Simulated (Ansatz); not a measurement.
Ligand exchange: SiH3(CH3) + SbH(SiH3)2 → SiH3(SiH3) + SbH(CH3)(SiH3)

Species: SiH3(CH3) (methylsilane), singlet; SbH(SiH3)2, singlet; SiH3(SiH3) (disilane), singlet; SbH(CH3)(SiH3), singlet. The partners trade CH3 for SiH3: Si–CH3 and Sb–SiH3 bonds give way to Si–SiH3 and Sb–CH3.

Shapes, held fixed at every level: PBE0-D4/def2-TZVP. Programs: Ansatz 0.2.0. The zero-point and thermal change to 298 K, harmonic and unscaled (PBE0-D4/def2-TZVP), is -1.5 kJ/mol.

```json
{"level": "SPW92/def2-TZVPP", "kind": "LDA", "ΔH(298 K) (kJ/mol)": "+60.5", "less CCSD(T)/def2-TZVPP": "+2.1"}
{"level": "PBE0-D4/def2-TZVPP", "kind": "global hybrid", "ΔH(298 K) (kJ/mol)": "+61.6", "less CCSD(T)/def2-TZVPP": "+3.2"}
{"level": "r2SCAN0-D4/def2-TZVPP", "kind": "global hybrid", "ΔH(298 K) (kJ/mol)": "+65.9", "less CCSD(T)/def2-TZVPP": "+7.5"}
{"level": "wB97X-V/def2-TZVPP", "kind": "range-separated hybrid", "ΔH(298 K) (kJ/mol)": "+60.0", "less CCSD(T)/def2-TZVPP": "+1.6"}
{"level": "B2PLYP/def2-TZVPP", "kind": "double hybrid", "ΔH(298 K) (kJ/mol)": "+61.2", "less CCSD(T)/def2-TZVPP": "+2.8"}
{"level": "CCSD/def2-SVP", "kind": "coupled cluster or CI", "ΔH(298 K) (kJ/mol)": "+64.6", "less CCSD(T)/def2-TZVPP": "+6.2"}
{"level": "CCSD(T)/def2-TZVPP", "kind": "coupled cluster or CI", "ΔH(298 K) (kJ/mol)": "+58.4", "less CCSD(T)/def2-TZVPP": "0.0"}
```

The highest level, CCSD(T)/def2-TZVPP, gives ΔH(298 K) = +58.4 kJ/mol; the levels span +58.4 to +65.9. The column of differences is taken from that level and isn't an error. No measured value is set beside it here. For atoms past krypton def2 sets carry core potentials with scalar relativity. Outer-core shells of Sb are correlated, in sets that cover them unevenly.

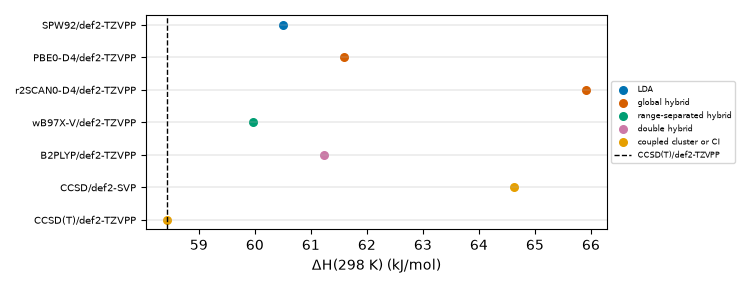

The values of the table, level by level.
